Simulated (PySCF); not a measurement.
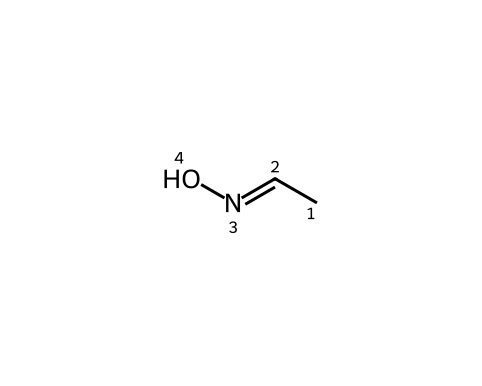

A structural formula, with wedges where it has stereocentres; small numbers name the atoms. The configuration is that of a computed structure (PBE0-D3(BJ)/def2-SVP).

**What are the Cahn–Ingold–Prelog descriptors?**

C2=N3: E.

**Give a SMILES with the stereochemistry.**

C/C=N/O
